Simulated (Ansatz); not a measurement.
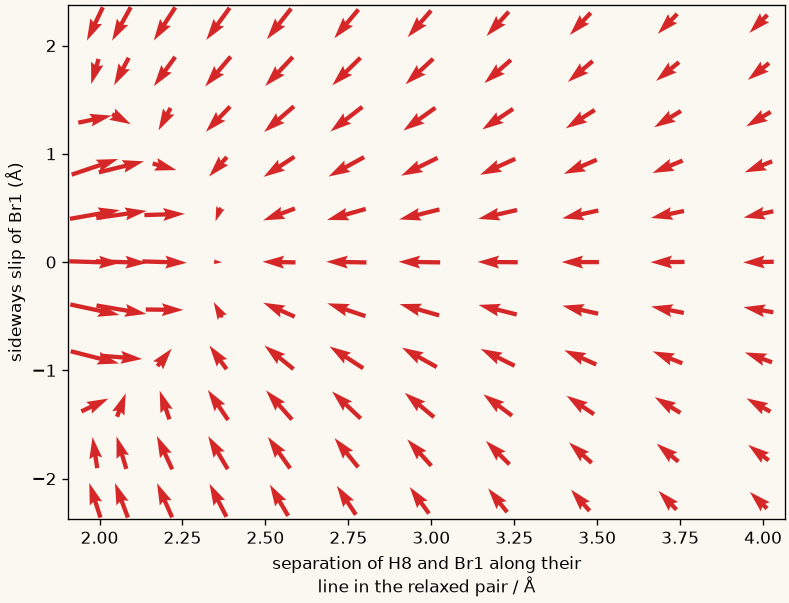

The pair Br···H₅NSi, charge −1. 
- Coordinates scanned: (1) separation of H8 and Br1 along their line in the relaxed pair; (2) sideways slip of Br1.
- Nothing is relaxed (both partners rigid).
- Grid: 11 × 11 points.
- Points are written as (first, second).
- Level of theory: RKS PBE0-D4/def2-SVPD (Ansatz).

The picture shows arrows along the force (downhill), their lengths compressed.

Q: The arrows alone are given. Where is the energy lowest?

A: The arrows converge at (2.357 Å, 0.00 Å) (read from the interpolated surface).

The energy map of the same scan:

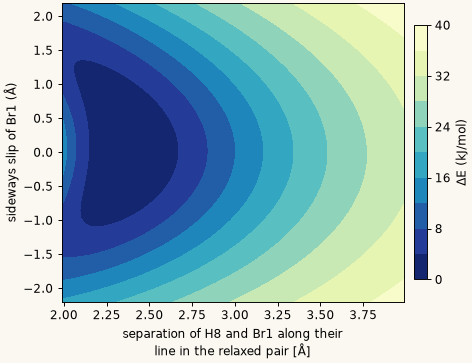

Energies are in kJ/mol, from the lowest grid point; between grid points the surface is interpolated.
